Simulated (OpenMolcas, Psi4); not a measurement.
**InH2OF (SMILES [OH][InH][F]): methods side by side**

InH2OF: 5 atoms, total charge 0, spin state singlet. As SMILES, `[OH][InH][F]`. Geometry: relaxed at PBE0-D4/def2-TZVP. This is a higher conformer, about 10 kJ/mol above the lowest found by a separate search.

```tsv
atom	x (Å)	y (Å)	z (Å)
O	-1.2795	-0.3459	-0.5774
In	0.4801	0.0425	0.2100
F	1.1859	-1.6547	0.8415
H	-1.7252	0.4298	-0.9257
H	1.3885	1.4547	0.4102
```

Quantity: the energy change with the In2–F3 bond stretched from 1.944 to 4.276 Å, in eV. The values are calculated.

```tsv
level	kind	program	value (eV)	CPU time (all runs)
HF/def2-SVP (core potential) (restricted)	Hartree–Fock	Psi4	6.42	16 s
SVWN5/def2-SVP (core potential) (restricted)	LDA	OpenMolcas	5.04	62 s
TPSS/def2-SVP (core potential) (restricted)	meta-GGA	OpenMolcas	4.70	1.7 min
r2SCAN/def2-SVP (core potential) (restricted)	meta-GGA	OpenMolcas	5.61	62 s
TPSSh/def2-SVP (core potential) (restricted)	hybrid meta-GGA	Psi4	4.98	98 s
wB97M-V/def2-SVP (core potential) (restricted)	range-separated hybrid	Psi4	5.95	5.1 min
B2PLYP/def2-SVP (core potential) (restricted)	double hybrid	OpenMolcas	4.93	31 s
MP3/def2-SVP (core potential) (restricted)	perturbation theory	Psi4	6.49	18 s
CCSD/def2-SVP (core potential) (restricted)	coupled cluster or CI	Psi4	5.48	68 s
```

The first shape isn't each level's own minimum. The values span 4.70 to 6.49 eV. In the correlated wave-function rows the outer d shell of In is correlated, in sets not made for it. CPU times are rough (shared hosts, several kinds of processor): they show what a rung costs within a factor of a few.

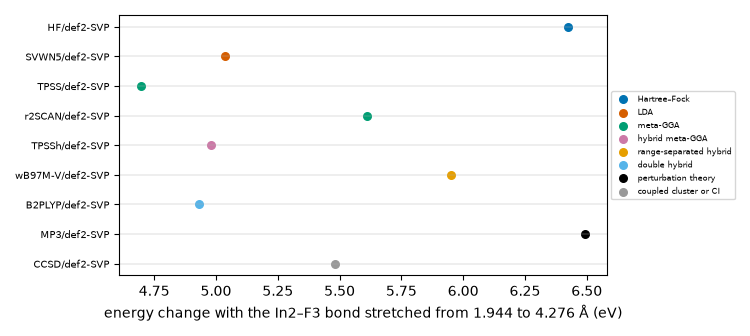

The values of the table, level by level.
